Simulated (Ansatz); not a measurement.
Consider Al3P5.

The calculation's input:

```
crystal:
  lattice:
    - [5.0486495042, 0.0, 0.0]
    - [0.0, 5.0486495042, 0.0]
    - [0.0, 0.0, 5.0486495042]
  atoms:
    - { symbol: Al, position: [0.5, 0.0, 0.0] }
    - { symbol: Al, position: [0.0, 0.5, 0.0] }
    - { symbol: Al, position: [0.0, 0.0, 0.5] }
    - { symbol: P, position: [0.0, 0.5, 0.5] }
    - { symbol: P, position: [0.5, 0.0, 0.5] }
    - { symbol: P, position: [0.5, 0.5, 0.0] }
    - { symbol: P, position: [0.5, 0.5, 0.5] }
    - { symbol: P, position: [0.0, 0.0, 0.0] }
basis:
  ecutwfc: 420
kpoints:
  mp_grid: { grid: [8, 8, 8] }
hamiltonian:
  xc: pbe
scf:
  occupations: { method: gaussian, width: 0.1 }
output:
  forces: true
  stress: true
  eigenvalues: true
  write_density: true
  write_potential: true
  elf: true
  volumetric_format: npy
relax:
  adjacent_minimum: "off"
  f_tol: 0.01
  max_steps: 80
  cell: { stress_tol: 0.05 }
```

Run with:

```sh
ansatz run input.yaml --threads 1 --pin off --max-ram 2048MiB --backend cpu --events-out ev --progress --plain --runs-dir out
```

Below, planes, directions and counts refer to the conventional cell (a = 5.05 Å, b = 5.05 Å, c = 5.05 Å, α = 90.00°, β = 90.00°, γ = 90.00°).

The fields are those of the relaxed geometry.

Space group Pm-3m; a structure generated by program, which may or may not match a known phase.

The calculation used Ansatz 0.2.0, DFT PBE, scalar-relativistic, plane waves, PAW.

Q: What can the converged valence pseudo-density and electron localisation function tell about the bonding?

A: Al–P (2.52 Å): the density is about 0.38 e/Å³ at the midpoint; the ELF peaks at about 0.90 between the atoms.

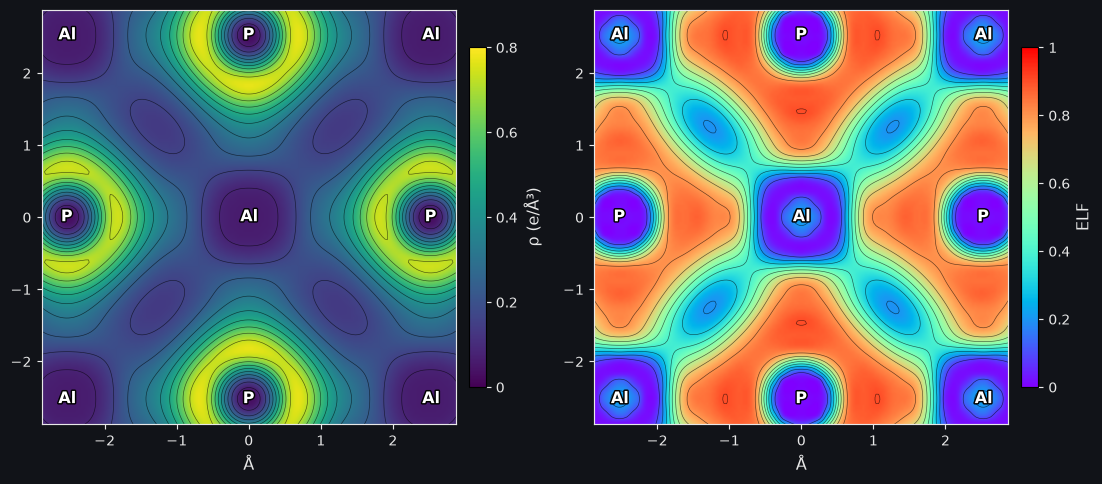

Computed valence pseudo-density and electron localisation function on the (001) plane of the conventional cell, in this order. 

In a PAW calculation such maps are meaningful between the atoms, not at the nuclei.
